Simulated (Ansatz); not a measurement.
CH$_{6}$FGeN (SMILES [CH3][Ge-]([NH3+])[F])

Input

```
crystal:
  periodic: [false, false, false]
  atoms:
    - {symbol: C, position_ang: [0.259543, 0.860335, 0.463287]}
    - {symbol: F, position_ang: [-2.099040, 1.682164, -0.865997]}
    - {symbol: Ge, position_ang: [-1.703384, 1.117415, 0.807360]}
    - {symbol: N, position_ang: [-2.067647, -0.851838, -0.112490]}
    - {symbol: H, position_ang: [0.695028, 0.108783, 1.144048]}
    - {symbol: H, position_ang: [0.463952, 0.575421, -0.582053]}
    - {symbol: H, position_ang: [0.781559, 1.812278, 0.655614]}
    - {symbol: H, position_ang: [-2.915317, -1.334419, 0.181775]}
    - {symbol: H, position_ang: [-2.196991, -0.511184, -1.068848]}
    - {symbol: H, position_ang: [-1.287471, -1.508483, -0.094673]}
basis:
  gaussian: {orbitals: def2-TZVPD}
hamiltonian: {xc: {name: PBE0}}
output: {forces: true, orbitals: {seedname: orbitals}}
```

Launched as:

```sh
ansatz run input.yaml --threads 2 --pin off --max-ram 4350MiB --events-out events.jsonl --progress --plain --runs-dir runs
```

Geometry: PBE0-D3(BJ)/def2-SVP.

The calculation used isolated molecule in a Gaussian basis; Kohn-Sham density functional theory, functional PBE0 in Ansatz 0.2.0.

What will maps of the electron density and electron localisation function show?

Answer. C–Ge (2.01 Å): ρ is about 0.81 e/Å³ halfway; the ELF peaks at about 0.95 in the valence shell of C, 0.7 Å from its nucleus, and is about 0.70 at the midpoint.
Ge–N (2.20 Å): ρ is about 0.45 e/Å³ halfway; the ELF peaks at about 0.95 in the valence shell of N, 0.7 Å from its nucleus, and is about 0.45 at the midpoint.
C–H (1.10 Å): ρ at the midpoint is about 1.9 e/Å³; the ELF climbs to about 1 towards the hydrogen, as it does in any bond to H (an ordinary covalent bond to hydrogen).

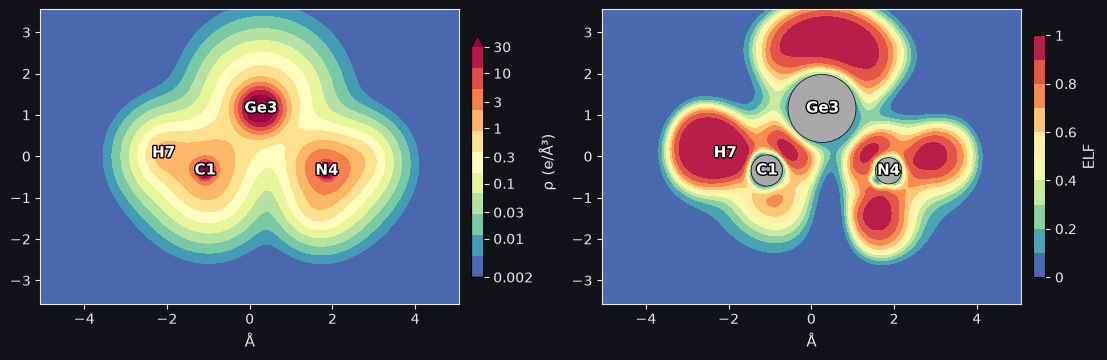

Computed electron density and electron localisation function on the plane of atoms C1, Ge3 and N4, in this order. Grey discs cover the atomic cores in the ELF map. 
